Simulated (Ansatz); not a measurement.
**Fields on a plane of SrVO3 (cubic perovskite)**

```yaml
crystal:
  lattice:
    - [3.85762, 0.00000, 0.00000]
    - [0.00000, 3.85762, 0.00000]
    - [0.00000, 0.00000, 3.85762]
  atoms:
    - { symbol: Sr, position: [0.00000, 0.00000, 0.00000] }
    - { symbol: V, position: [0.50000, 0.50000, 0.50000] }
    - { symbol: O, position: [0.00000, 0.50000, 0.50000] }
    - { symbol: O, position: [0.50000, 0.50000, 0.00000] }
    - { symbol: O, position: [0.50000, 0.00000, 0.50000] }
```

The slice is a {210} plane (indices of the conventional cell) through the point (0.000, 0.500, 0.500) (fractional), spanned by u = [100] and v = [021] in vectors of this cell: u (3.86 Å) and v (8.63 Å, at 90° to u). It covers one period; positions are fractions (u, v).

Atoms on it: V at (0.50, 0.00); O at (0.00, 0.00); O at (0.50, 0.50). Other atoms lie within 1 Å of the plane.

Method: PBE (plane waves to 420 eV, PAW, scalar-relativistic; Ansatz, a program for electronic structure). k mesh 12×12×12. These are valence fields of a PAW run, semicore shells included where kept as valence: close to a nucleus they are smooth pseudo fields. SrVO3 is run without spin polarisation and with no Hubbard U. SrVO3 was relaxed with its symmetry unable to fall.

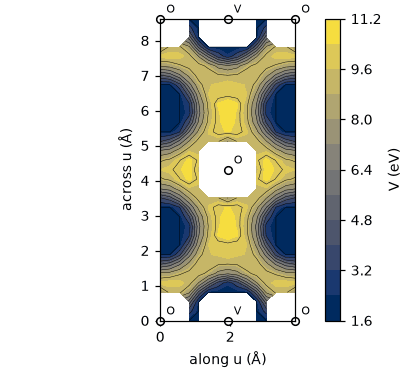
Figure: Electrostatic potential energy of an electron, from the cell's mean, in eV, one period of the plane, atoms marked. Points within 0.8 Å of a nucleus are left white, as the pseudised field means little there. Values under 2 eV are set to 2. The zero, the cell's mean, hangs on the PAW cores.

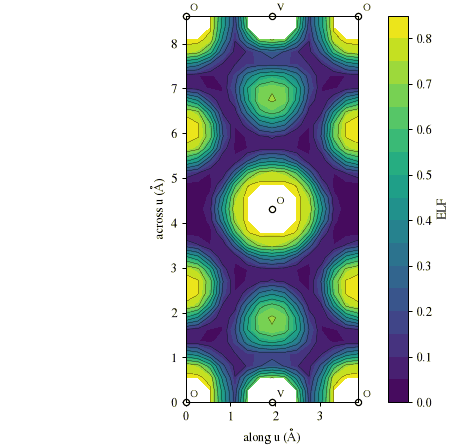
Fig. 1. Electron localisation function (ELF), one period of the plane, atoms marked. Points within 0.4 Å of a nucleus are left white, as the pseudised field means little there.

| Item | Value |
|---|---|
| Density on the V–O line (1.93 Å) at its midpoint | 0.76 e/Å³ |
| ELF at that point | 0.2 |
